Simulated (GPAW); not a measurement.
# Work function of OH/Ag(110) at several levels, part 2 of 2

Wanted: work functions and dipole of OH/Ag(110), with the cost of each level.

GPAW 26.7.0; GPAW, PAW setups; slab in vacuum, relaxation (the session's first sound run).

So far, upper work function (eV): step 2 (relaxation) 3.63; step 3 (the slab's potential) 3.63.

### Step 4. OptPBE vdW: xc = "optPBE-vdW"

The same geometry under optPBE-vdW, to see how far the functional moves the levels against the vacuum (the van der Waals functionals take revPBE setups).

Contents of run.py:

```python
import json
import numpy as np
from ase import Atoms
from gpaw import GPAW, PW

slab = Atoms(
    ['Ag', 'Ag', 'Ag', 'Ag', 'Ag', 'O', 'H'],
    positions=[
        [0.00000, 0.00000, 9.00000],
        [2.04500, 1.44603, 10.44603],
        [0.00000, 0.00000, 11.89207],
        [2.04500, 1.44603, 13.34856],
        [0.00000, 0.00000, 14.86128],
        [2.04500, 0.00000, 15.73257],
        [2.04500, 0.00000, 16.70774]],
    cell=[[4.09, 0.0, 0.0], [0.0, 2.89207, 0.0], [0.0, 0.0, 25.28382]],
    pbc=[True, True, False])

slab.calc = GPAW(mode=PW(500), xc='optPBE-vdW', kpts={'size': (8, 11, 1), 'gamma': True},
                 occupations={'name': 'fermi-dirac', 'width': 0.1}, nbands='160%',
                 convergence={'density': 1e-05}, maxiter=200,
                 poissonsolver={'dipolelayer': 'xy'},
                 symmetry={'tolerance': 1e-3}, txt='slab.txt')
result = {}
energy = slab.get_potential_energy()
fermi = slab.calc.get_fermi_level()
v = slab.calc.get_electrostatic_potential().mean((0, 1)) - fermi
n = slab.calc.get_pseudo_density().mean((0, 1))
L = slab.cell[2, 2]
z = np.arange(len(v)) * L / len(v)
low, high = slab.positions[:, 2].min(), slab.positions[:, 2].max()
below, above = np.interp([low - 6.8, high + 6.8], z, v)
slopes = [np.interp(x, z, np.gradient(v, z)) for x in (low - 6.8, high + 6.8)]
eps = np.array([[slab.calc.get_eigenvalues(k, s) for k in range(len(slab.calc.get_ibz_k_points()))]
                for s in range(slab.calc.get_number_of_spins())]) - fermi
top, bottom = eps[eps < 0].max(), eps[eps > 0].min()
dipole = slab.get_dipole_moment()[2]
print(f'energy {energy:.4f} eV, Fermi level {fermi:.4f} eV, dipole {dipole:.5f} e A')
print(f'potential 6.8 A off the faces, from the Fermi level: lower {below:.4f} eV, upper {above:.4f} eV')
print(f'slope of the potential there: lower {slopes[0]:.5f}, upper {slopes[1]:.5f} eV/A')
print(f'nearest levels on the mesh: {top:.4f} and {bottom:.4f} eV')
print('magnetic moment', round(slab.get_magnetic_moment(), 3))
result.update(energy=energy, fermi=fermi, dipole=dipole, below=below, above=above, slopes=slopes, edges=[top, bottom],
              z=z.tolist(), v=v.tolist(), n=n.tolist(), positions=slab.positions.tolist(),
              forces=slab.get_forces(apply_constraint=False).tolist(), moments=slab.get_magnetic_moments().tolist())
json.dump(result, open('result.json', 'w'))
```

Run with:

```bash
> OMP_NUM_THREADS=1 OPENBLAS_NUM_THREADS=1 python run.py
```

The program printed:

```text
energy -98.8219 eV, Fermi level -0.3831 eV, dipole 0.03106 e A
potential 6.8 A off the faces, from the Fermi level: lower 4.3668 eV, upper 3.8882 eV
slope of the potential there: lower -0.00003, upper -0.00005 eV/A
nearest levels on the mesh: -0.0089 and 0.0339 eV
magnetic moment 0.0
```

Run time: 12 min. Hardware: 1 thread of Arm Neoverse V1, shared host; peak memory 0.8 GiB.

Numbers from this step:

```yaml
dipole_along_the_normal: 0.03106 e·Å
levels_nearest_the_fermi_level_on_the_mesh: -0.008934, 0.03387 eV from the Fermi level
upper_work_function: 3.888 eV
lower_work_function: 4.367 eV
```

The electrostatic potential energy of an electron (without an applied field's), less the Fermi level, planar mean oscillates, so the rows of the table below give means over windows of 1.5 Å about each position, cut where the curve ends. Its maxima inside the range that stand out by 2 % of the span (Å: eV): 9.7: -4.60, 11.1: -4.83, 12.6: -4.49, 14.1: -3.73, 15.5: -5.47, 16.4: 2.88. Its minima: 9.0: -11.4, 10.5: -11.9, 11.9: -11.9, 13.4: -11.6, 14.9: -10.8, 15.6: -6.03, 16.8: 2.28.

Table of electrostatic potential energy of an electron (without an applied field's), less the Fermi level, planar mean by z; means over each step:

| z (Å) | electrostatic potential energy of an electron (without an applied field's), less the Fermi level, planar mean (eV) |
| --- | --- |
| 0.75 | 4.34 |
| 2.25 | 4.37 |
| 3.75 | 4.37 |
| 5.25 | 4.36 |
| 6.75 | 4.17 |
| 8.25 | -1.90 |
| 9.75 | -8.21 |
| 11.25 | -8.42 |
| 12.75 | -8.12 |
| 14.25 | -7.29 |
| 15.75 | -3.33 |
| 17.25 | 3.24 |
| 18.75 | 3.87 |
| 20.25 | 3.89 |
| 21.75 | 3.89 |
| 23.25 | 3.89 |
| 24.75 | 3.91 |

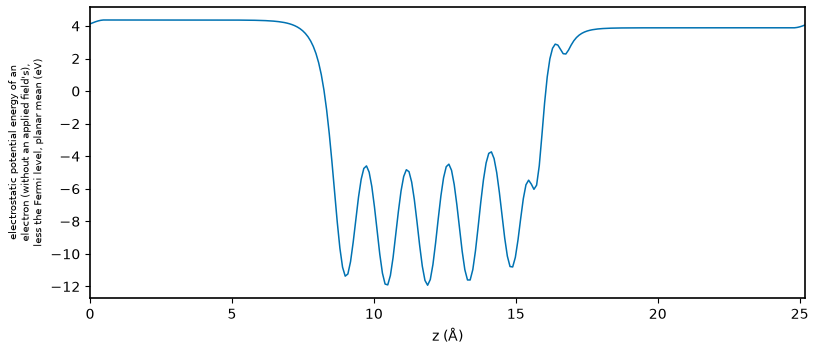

Electrostatic potential energy of an electron (without an applied field's), less the Fermi level, planar mean against z.

The pseudo valence density, planar mean oscillates, so the rows of the table below give means over windows of 1.5 Å about each position, cut where the curve ends. Its maxima inside the range that stand out by 2 % of the span (Å: e/Å³): 9.0: 1.61, 10.5: 1.62, 11.8: 1.56, 13.3: 1.61, 14.8: 1.60. Its minima: 9.7: 0.490, 11.2: 0.502, 12.5: 0.497, 14.0: 0.440.

Table of pseudo valence density, planar mean by z; means over each step:

| z (Å) | pseudo valence density, planar mean (e/Å³) |
| --- | --- |
| 3.75 | 7.9e-6 |
| 5.25 | 1.9e-4 |
| 6.75 | 0.00573 |
| 8.25 | 0.478 |
| 9.75 | 1.01 |
| 11.25 | 1.01 |
| 12.75 | 1.000 |
| 14.25 | 0.946 |
| 15.75 | 0.688 |
| 17.25 | 0.0463 |
| 18.75 | 5.1e-4 |
| 20.25 | 1.2e-5 |

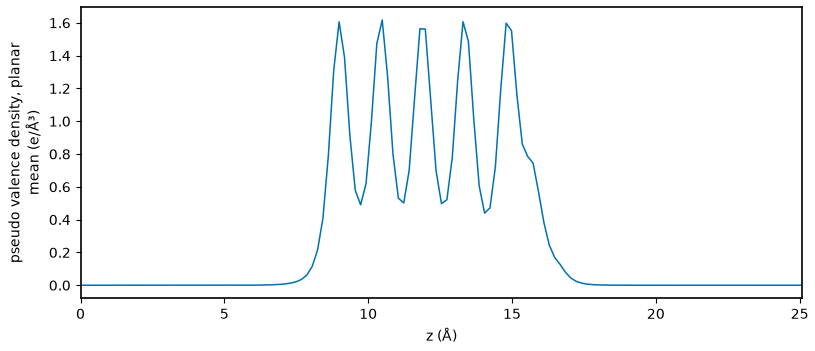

Pseudo valence density, planar mean against z.

Force by atom:

| atom | x (eV/Å) | y (eV/Å) | z (eV/Å) | size |
| --- | --- | --- | --- | --- |
| Ag1 | 0.000 | 0.000 | -0.211 | 0.211 |
| Ag2 | 0.000 | 0.000 | -0.396 | 0.396 |
| Ag3 | 0.000 | 0.000 | 0.242 | 0.242 |
| Ag4 | 0.000 | 0.000 | 0.076 | 0.076 |
| Ag5 | 0.000 | 0.000 | 0.092 | 0.092 |
| O6 | 0.000 | 0.000 | 0.108 | 0.108 |
| H7 | 0.000 | 0.000 | 0.082 | 0.082 |

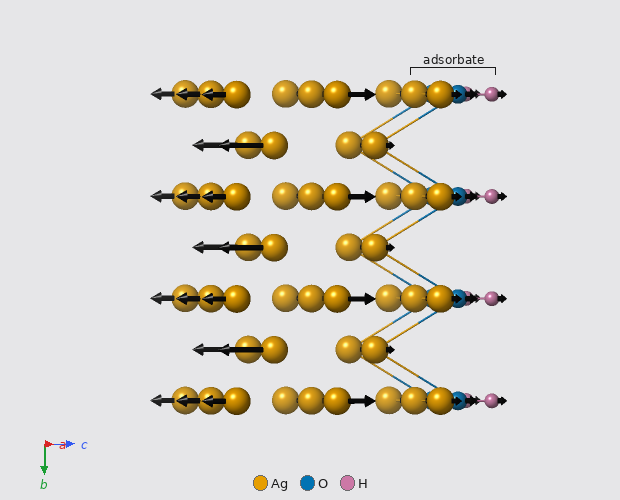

Force as arrows, the longest 0.396 eV/Å. 2×3×1 cells are drawn. Some periodic images of atoms are drawn too.

The upper face's work function is 3.888 eV, against 3.632 eV in the first plane-wave PBE run at this geometry.

### Step 5. Self-consistent run: xc = "revPBE"

The same geometry under revPBE, to see how far the functional moves the levels against the vacuum.

Edit run.py of step 4 so:

```diff
@@ -18,3 +18,3 @@
 
-slab.calc = GPAW(mode=PW(500), xc='optPBE-vdW', kpts={'size': (8, 11, 1), 'gamma': True},
+slab.calc = GPAW(mode=PW(500), xc='revPBE', kpts={'size': (8, 11, 1), 'gamma': True},
                  occupations={'name': 'fermi-dirac', 'width': 0.1}, nbands='160%',
```

The program printed:

```text
energy -20.3693 eV, Fermi level -0.1063 eV, dipole 0.03088 e A
potential 6.8 A off the faces, from the Fermi level: lower 3.9827 eV, upper 3.5067 eV
slope of the potential there: lower -0.00002, upper -0.00007 eV/A
nearest levels on the mesh: -0.0047 and 0.0050 eV
magnetic moment 0.0
```

It took 13 min on 1 thread; peak memory 0.56 GiB.

Numbers from this step:

```yaml
dipole_along_the_normal: 0.03088 e·Å
levels_nearest_the_fermi_level_on_the_mesh: -0.004671, 0.004958 eV from the Fermi level
upper_work_function: 3.507 eV
lower_work_function: 3.983 eV
```

The electrostatic potential energy of an electron (without an applied field's), less the Fermi level, planar mean oscillates, so the rows of the table below give means over windows of 1.5 Å about each position, cut where the curve ends. Its maxima inside the range that stand out by 2 % of the span (Å: eV): 9.7: -4.64, 11.1: -4.86, 12.6: -4.53, 14.1: -3.80, 15.5: -5.65, 16.4: 2.64. Its minima: 9.0: -11.5, 10.5: -11.9, 11.9: -12.0, 13.4: -11.6, 14.9: -10.9, 15.6: -6.23, 16.8: 1.99.

Electrostatic potential energy of an electron (without an applied field's), less the Fermi level, planar mean against z; means over each step:

| z (Å) | electrostatic potential energy of an electron (without an applied field's), less the Fermi level, planar mean (eV) |
| --- | --- |
| 0.75 | 3.95 |
| 2.25 | 3.98 |
| 3.75 | 3.98 |
| 5.25 | 3.98 |
| 6.75 | 3.82 |
| 8.25 | -2.09 |
| 9.75 | -8.27 |
| 11.25 | -8.45 |
| 12.75 | -8.16 |
| 14.25 | -7.38 |
| 15.75 | -3.53 |
| 17.25 | 2.91 |
| 18.75 | 3.49 |
| 20.25 | 3.51 |
| 21.75 | 3.51 |
| 23.25 | 3.51 |
| 24.75 | 3.53 |

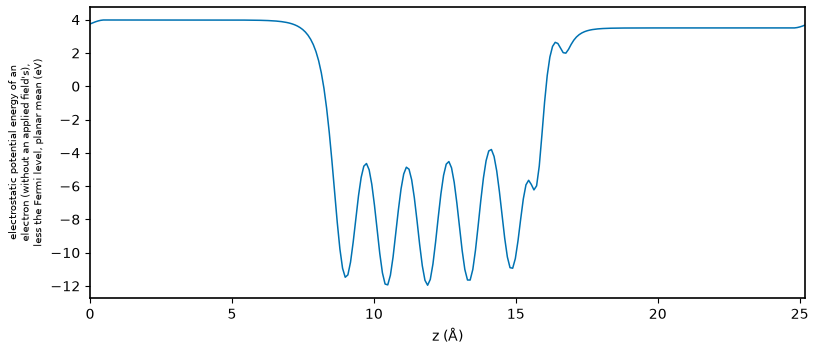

Electrostatic potential energy of an electron (without an applied field's), less the Fermi level, planar mean against z.

The upper face's work function is 3.507 eV, against 3.632 eV in the first plane-wave PBE run at this geometry.

### Step 6. Self-consistent run: xc = "RPBE"

The same geometry under RPBE, to see how far the functional moves the levels against the vacuum.

Edit run.py of step 5 so:

```diff
@@ -18,3 +18,3 @@
 
-slab.calc = GPAW(mode=PW(500), xc='revPBE', kpts={'size': (8, 11, 1), 'gamma': True},
+slab.calc = GPAW(mode=PW(500), xc='RPBE', kpts={'size': (8, 11, 1), 'gamma': True},
                  occupations={'name': 'fermi-dirac', 'width': 0.1}, nbands='160%',
```

The program printed:

```text
energy -19.9101 eV, Fermi level -0.0882 eV, dipole 0.02916 e A
potential 6.8 A off the faces, from the Fermi level: lower 3.9645 eV, upper 3.5149 eV
slope of the potential there: lower -0.00002, upper -0.00004 eV/A
nearest levels on the mesh: -0.0030 and 0.0041 eV
magnetic moment 0.0
```

Elapsed: 12 min, on 1 thread; peak memory 0.56 GiB.

This step gave:

* dipole along the normal: 0.02916 e·Å
* levels nearest the Fermi level on the mesh: -0.002982, 0.004097 eV from the Fermi level
* upper work function: 3.515 eV
* lower work function: 3.965 eV

The upper face's work function is 3.515 eV, against 3.632 eV in the first plane-wave PBE run at this geometry.

### Step 7. Self-consistent run

The same geometry under vdW-DF2, to see how far the functional moves the levels against the vacuum (the van der Waals functionals take revPBE setups).

Edit run.py of step 6 so:

```diff
@@ -18,3 +18,3 @@
 
-slab.calc = GPAW(mode=PW(500), xc='RPBE', kpts={'size': (8, 11, 1), 'gamma': True},
+slab.calc = GPAW(mode=PW(500), xc='vdW-DF2', kpts={'size': (8, 11, 1), 'gamma': True},
                  occupations={'name': 'fermi-dirac', 'width': 0.1}, nbands='160%',
```

The program printed:

```text
gpaw.KohnShamConvergenceError
```

The job ended after 1.7 h (1 thread; peak memory 0.8 GiB).

The run stopped without converging, so none of its numbers is a property of the system.

### Step 8. Self-consistent run: xc = "LDA"

The same geometry under LDA, to see how far the functional moves the levels against the vacuum.

Edit run.py of step 7 so:

```diff
@@ -18,3 +18,3 @@
 
-slab.calc = GPAW(mode=PW(500), xc='vdW-DF2', kpts={'size': (8, 11, 1), 'gamma': True},
+slab.calc = GPAW(mode=PW(500), xc='LDA', kpts={'size': (8, 11, 1), 'gamma': True},
                  occupations={'name': 'fermi-dirac', 'width': 0.1}, nbands='160%',
```

The program printed:

```text
energy -28.2028 eV, Fermi level -0.6031 eV, dipole 0.04311 e A
potential 6.8 A off the faces, from the Fermi level: lower 4.5582 eV, upper 3.8951 eV
slope of the potential there: lower -0.00002, upper -0.00006 eV/A
nearest levels on the mesh: -0.0098 and 0.0003 eV
magnetic moment 0.0
```

Run time: 11 min. Hardware: 1 thread; peak memory 0.56 GiB.

This step gave:

| Property | Result |
| --- | --- |
| dipole along the normal | 0.04311 e·Å |
| levels nearest the Fermi level on the mesh | -0.009795, 3.24e-4 eV from the Fermi level |
| upper work function | 3.895 eV |
| lower work function | 4.558 eV |

The upper face's work function is 3.895 eV, against 3.632 eV in the first plane-wave PBE run at this geometry.

### Step 9. Real-space grid: mode = "fd"

A real-space grid is a second complete basis, so it checks the plane-wave result.

Edit run.py of step 8 so:

```diff
@@ -3,3 +3,3 @@
 from ase import Atoms
-from gpaw import GPAW, PW
+from gpaw import GPAW
 
@@ -18,3 +18,3 @@
 
-slab.calc = GPAW(mode=PW(500), xc='LDA', kpts={'size': (8, 11, 1), 'gamma': True},
+slab.calc = GPAW(mode='fd', h=0.18, xc='PBE', kpts={'size': (8, 11, 1), 'gamma': True},
                  occupations={'name': 'fermi-dirac', 'width': 0.1}, nbands='160%',
```

The program printed:

```text
energy -23.3867 eV, Fermi level -3.8870 eV, dipole 0.03483 e A
potential 6.8 A off the faces, from the Fermi level: lower 4.1534 eV, upper 3.6206 eV
slope of the potential there: lower -0.00001, upper 0.00000 eV/A
nearest levels on the mesh: -0.0038 and 0.0023 eV
magnetic moment 0.0
```

Run time: 43 min. Hardware: 1 thread; peak memory 2.6 GiB.

This step gave:

- dipole along the normal: 0.03483 e·Å
- levels nearest the Fermi level on the mesh: -0.003775, 0.002294 eV from the Fermi level
- upper work function: 3.621 eV
- lower work function: 4.153 eV

The upper face's work function is 3.621 eV, against 3.632 eV in the first plane-wave PBE run at this geometry.

### Step 10. Atomic orbitals: mode = "lcao"

Atom-centred orbitals end a few angstrom from the surface, which tests how much the density's tail matters.

Edit run.py of step 9 so:

```diff
@@ -18,4 +18,4 @@
 
-slab.calc = GPAW(mode='fd', h=0.18, xc='PBE', kpts={'size': (8, 11, 1), 'gamma': True},
-                 occupations={'name': 'fermi-dirac', 'width': 0.1}, nbands='160%',
+slab.calc = GPAW(mode='lcao', basis='dzp', h=0.18, xc='PBE', kpts={'size': (8, 11, 1), 'gamma': True},
+                 occupations={'name': 'fermi-dirac', 'width': 0.1}, nbands='120%',
                  convergence={'density': 1e-05}, maxiter=200,
```

The program printed:

```text
energy -20.9162 eV, Fermi level -3.9025 eV, dipole 0.02801 e A
potential 6.8 A off the faces, from the Fermi level: lower 4.1168 eV, upper 3.6882 eV
slope of the potential there: lower -0.00000, upper -0.00000 eV/A
nearest levels on the mesh: -0.0013 and 0.0090 eV
magnetic moment 0.0
```

It took 26 min on 1 thread; peak memory 0.55 GiB.

Numbers from this step:

| Quantity | Value |
| --- | --- |
| dipole along the normal | 0.02801 e·Å |
| levels nearest the Fermi level on the mesh | -0.001261, 0.009024 eV from the Fermi level |
| upper work function | 3.688 eV |
| lower work function | 4.117 eV |

The electrostatic potential energy of an electron (without an applied field's), less the Fermi level, planar mean oscillates, so the rows of the table below give means over windows of 1.44 Å about each position, cut where the curve ends. Its maxima inside the range that stand out by 2 % of the span (Å: eV): 9.8: -4.53, 11.2: -4.75, 12.6: -4.40, 14.1: -3.67, 15.4: -5.48, 16.4: 2.81. Its minima: 9.0: -11.4, 10.5: -11.9, 11.9: -11.9, 13.4: -11.7, 14.8: -10.9, 15.6: -5.99, 16.7: 2.13.

Table of electrostatic potential energy of an electron (without an applied field's), less the Fermi level, planar mean by z; means over each step:

| z (Å) | electrostatic potential energy of an electron (without an applied field's), less the Fermi level, planar mean (eV) |
| --- | --- |
| 0.72 | 4.11 |
| 2.16 | 4.12 |
| 3.60 | 4.12 |
| 5.04 | 4.11 |
| 6.48 | 4.03 |
| 7.92 | 1.11 |
| 9.36 | -7.82 |
| 10.80 | -8.26 |
| 12.24 | -8.08 |
| 13.68 | -7.61 |
| 15.12 | -7.70 |
| 16.56 | 1.75 |
| 18.00 | 3.60 |
| 19.44 | 3.69 |
| 20.88 | 3.69 |
| 22.32 | 3.69 |
| 23.76 | 3.69 |

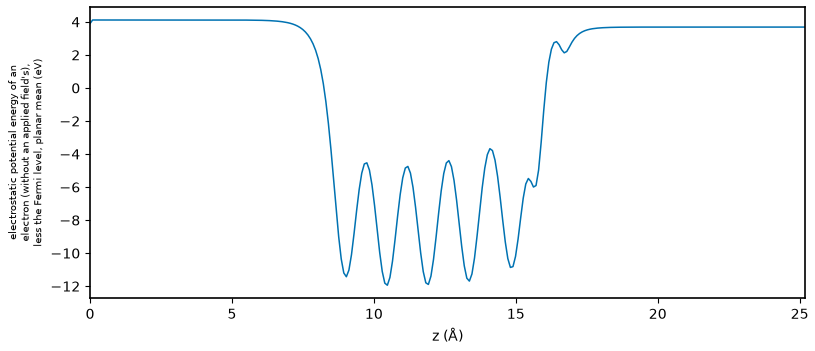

Electrostatic potential energy of an electron (without an applied field's), less the Fermi level, planar mean, plotted against z.

The upper face's work function is 3.688 eV, against 3.632 eV in the first plane-wave PBE run at this geometry.

### Step 11. Cost and result by level

Times are for 1 thread of Arm Neoverse V1, shared host. Results by setting:

| no. | run | upper work function (eV) | lower work function (eV) | time | memory (GiB) |
| --- | --- | --- | --- | --- | --- |
| 1 | pw | 3.632 | 4.157 | 13 min | 0.56 |
| 2 | optPBE vdW | 3.888 | 4.367 | 12 min | 0.8 |
| 3 | revPBE | 3.507 | 3.983 | 13 min | 0.56 |
| 4 | RPBE | 3.515 | 3.965 | 12 min | 0.56 |
| 5 | LDA | 3.895 | 4.558 | 11 min | 0.56 |
| 6 | fd | 3.621 | 4.153 | 43 min | 2.6 |
| 7 | lcao | 3.688 | 4.117 | 26 min | 0.55 |

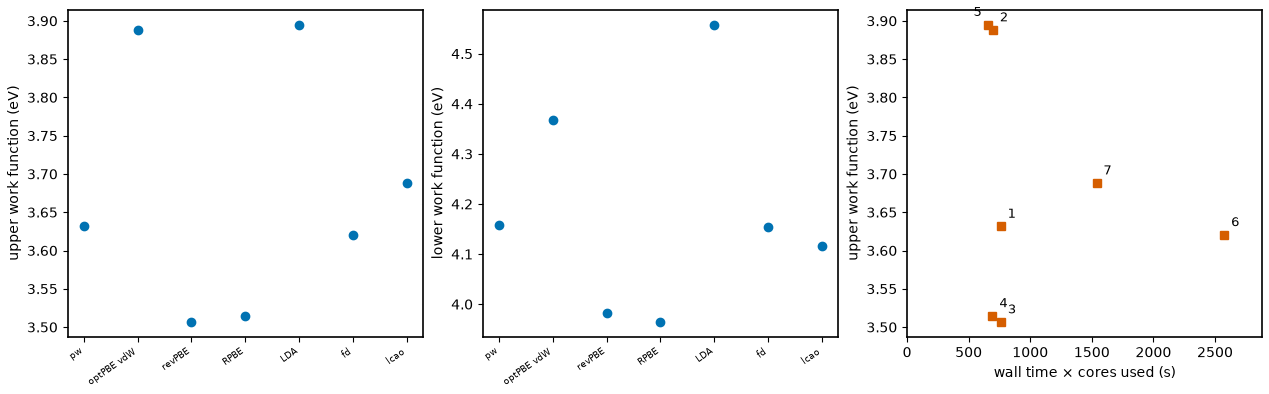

The series as plots; the last panel sets the first result against cost, with the runs numbered as in the table.

### Step 12. Side by side

Results and costs are gathered.

This step: comparison of work functions, dipole and cost (GPAW 26.7.0).

Ladder, by row:

| step | code | work function, upper (eV) | work function, lower (eV) | dipole (e Å) | wall time (s) | peak memory (GiB) | threads |
| --- | --- | --- | --- | --- | --- | --- | --- |
| pw | GPAW | 3.632 | 4.157 | 0.03412 | 760.2 | 0.56 | 1 |
| optPBE-vdW | GPAW | 3.888 | 4.367 | 0.03106 | 697 | 0.8 | 1 |
| revPBE | GPAW | 3.507 | 3.983 | 0.03088 | 762 | 0.56 | 1 |
| RPBE | GPAW | 3.515 | 3.965 | 0.02916 | 693.2 | 0.56 | 1 |
| LDA | GPAW | 3.895 | 4.558 | 0.04311 | 660.9 | 0.56 | 1 |
| fd | GPAW | 3.621 | 4.153 | 0.03483 | 2575 | 2.56 | 1 |
| lcao | GPAW | 3.688 | 4.117 | 0.02801 | 1538 | 0.55 | 1 |

### Step 13. Summary of results

| Property | Result |
| --- | --- |
| work function, upper and lower face | 3.632 and 4.157 eV |
| dipole along the normal | 0.0341 e Å |

In words: With plane waves and PBE the work function is 3.63 eV on the upper face and 4.16 eV on the lower. The two faces differ by 0.53 eV, the step that the slab's dipole makes (e p/(ε0 A) gives 0.52 eV), so the dipole layer is needed. Over the sound runs of the table the upper face's work function spans 3.507 (revPBE) to 3.895 eV (LDA). The cell of 11.8 Å² holds one OH, started on one chosen site; other sites and coverages weren't tried. The in-plane lattice was kept as typed, which isn't the functional's own and leaves some strain; spin-orbit coupling and temperature are left out.

[Logs are printed without paths, hosts, clocks, repeated set-up lines and the standing remarks that a program may print on its own settings, such as how far it seeks lower states.]

[Hosts, paths, dates, database ids (printed as entryN), source tags and the programs' standing remarks are cut or masked in the printed files.]
